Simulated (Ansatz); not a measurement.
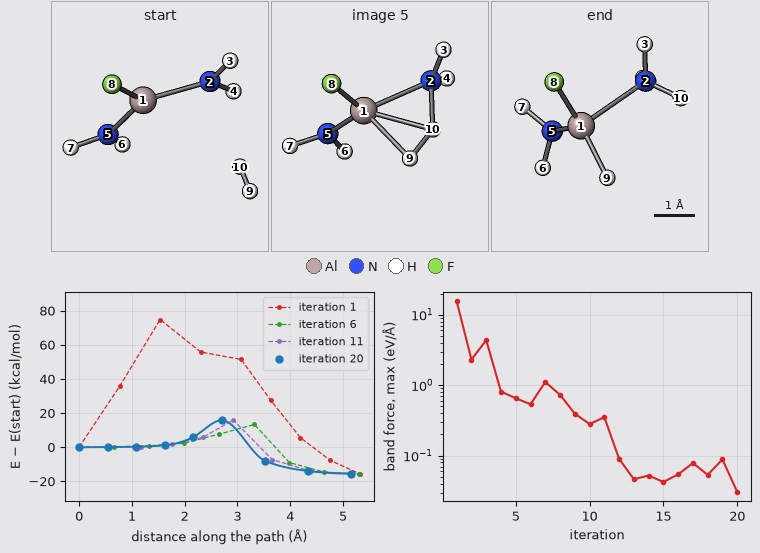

A nudged-elastic-band calculation for AlN$_{2}$H$_{6}$F, made up at the start of AlN₂H₄F and H2. Images are numbered from 0 (start) to 8 (end). The plot follows the band through its iterations. A ball-and-stick model, seen at a tilt.

Theory: RKS PBE-D4/6-31G* (Ansatz). Set-up: 7 movable images; climbing image; force threshold 0.05 eV/Å; iteration limit 60; starting path through a guess of the saddle point.

Q: Did the band converge, and can the barrier be trusted?

A: The result is final at these settings. The band converged in 20 iterations. The largest component of the band force went from 16 to 0.031 eV/Å. The climbing image converged on the top of the path. Its vibrational analysis gives one imaginary mode (1129i cm⁻¹), as a transition state must have. The first iteration put the highest image at 74.9 kcal/mol. The energy climbs by 15.8 kcal/mol to image 5 and then falls by 31.3 kcal/mol, so the end point sits at −15.5 kcal/mol.

Limits of the set-up: the start holds two separate molecules, 2.6 Å apart at their closest, whose relative position is a soft coordinate.

The run took 5.2 min on 1 thread of Arm Neoverse V1 (shared host), peak memory 0.12 GiB.
